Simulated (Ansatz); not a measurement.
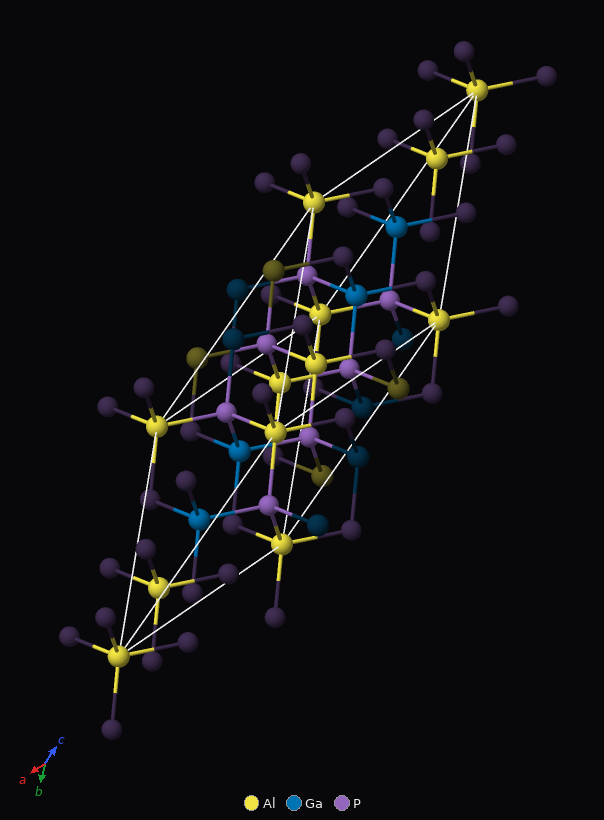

View slightly off an axis, drawn as a ball-and-stick model. The parallelepiped is the simulation cell. Atoms of adjacent cells appear where they bond to atoms in the box, in fainter colours.

Full input:
```yaml
crystal:
  lattice:
    - [-1.9474742958, 1.9474742958, 13.7636191774]
    - [1.9474742958, -1.9474742958, 13.7636191774]
    - [1.9474742958, 1.9474742958, -13.7636191774]
  atoms:
    - { symbol: Al, position: [0.2000072244, 0.2000072244, 0.0] }
    - { symbol: Al, position: [0.7999927756, 0.7999927756, 0.0] }
    - { symbol: Al, position: [0.0, 0.0, 0.0] }
    - { symbol: Ga, position: [0.5999956589, 0.5999956589, 0.0] }
    - { symbol: Ga, position: [0.4000043411, 0.4000043411, 0.0] }
    - { symbol: P, position: [0.1502236803, 0.6502236803, 0.5] }
    - { symbol: P, position: [0.75, 0.25, 0.5] }
    - { symbol: P, position: [0.3497763197, 0.8497763197, 0.5] }
    - { symbol: P, position: [0.950237689, 0.450237689, 0.5] }
    - { symbol: P, position: [0.549762311, 0.049762311, 0.5] }
basis:
  ecutwfc: 420
kpoints:
  mp_grid: { grid: [10, 10, 10] }
  band_path:
    path:
      - [[0.0, 0.0, 0.0], [0.0, 0.0, 0.5], [0.25, 0.25, 0.25], [0.0, 0.5, 0.0], [0.0, 0.0, 0.0], [0.5, 0.5, -0.5], [0.25500516, 0.74499484, -0.25500516]]
      - [[-0.25500516, 0.25500516, 0.25500516], [0.0, 0.0, 0.0]]
      - [[0.0, 0.0, 0.5], [-0.01001032, 0.01001032, 0.5]]
      - [[0.5, 0.5, -0.01001032], [0.5, 0.5, -0.5]]
    npoints: 14
hamiltonian:
  xc: pbe
scf:
  occupations: { method: gaussian, width: 0.02 }
  n_extra_bands: 25
output:
  forces: true
  stress: true
  eigenvalues: true
  populations: true
  dos: { projected: true, de: 0.02, nscf_kmesh: { grid: [15, 15, 15] } }
  bader: true
  write_density: true
  write_potential: true
  elf: true
  volumetric_format: npy
```
Run as:
```sh
ansatz run input.yaml --threads 4 --pin off --max-ram 8192MiB --backend cpu --events-out ev --progress --plain --runs-dir out
```

Method used: DFT PBE, scalar-relativistic, plane waves, PAW (Ansatz 0.2.0). It ran with 420 eV cutoff, a 10×10×10 k-point mesh, Gaussian smearing of 0.02 eV, no spin polarisation.

What net charge does each kind of atom have (Bader)?

Answer. Al +2.09 e; Ga +0.84 e; P -2.08 to -1.47 e. The transfer is large, as in an ionic solid.

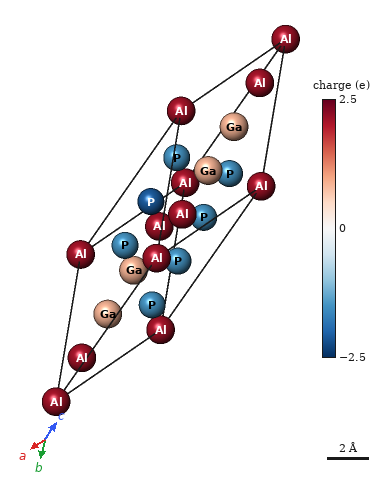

The atoms coloured by those charges.

The cell started as a structure type filled with these elements by a generator (whether the compound takes this form wasn't checked). Earlier steps of the study, as a rule a relaxation of our own, may have changed the cell and positions, so they can lie some per cent off the listed ones. A calculation with Ansatz used it as input.
